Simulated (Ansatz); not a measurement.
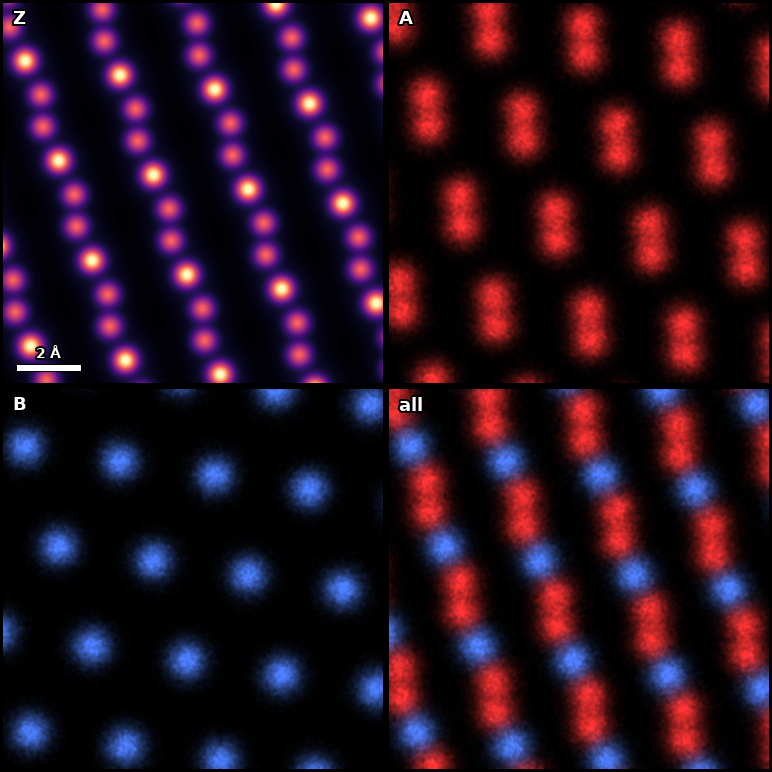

ReSb2 (P-3m1, No. 164) along [101]. Panel Z: Simulation: incoherent imaging, intensity Z^1.7 per atom, probe width 0.50 Å, thin sample. The probe carries 15 % of its weight in a tail 2.5 times as wide. The display is stretched by a gamma of 0.65; percentages refer to the linear signal. The other panels are simulated element maps (the number of atoms of one element along the beam, blurred by 0.9 Å, with counting noise; each on its own scale, no channelling); the last overlays them. Atomic positions: the end point of a relaxation at fixed volume with DFT PBEsol, scalar-relativistic, plane waves, PAW in Ansatz 0.2.0; the starting structure was generated, so it need not be a known form of this composition.

```xyz
3
Lattice="3.4169 0.0000 0.0000 -1.7085 2.9591 0.0000 0.0000 0.0000 6.5163" Properties=species:S:1:pos:R:3 pbc="T T T"
Re    0.0000    0.0000    0.0000
Sb    0.0000    1.9728    1.8627
Sb    1.7085    0.9864    4.6536
```

Which element does each lettered map show?

Answer. A: Sb, B: Re. The projected cell (3.03 × 3.32 Å, 117°) holds 3 columns: 2 of Sb and 1 of Re. No column is shared by two of the mapped elements.
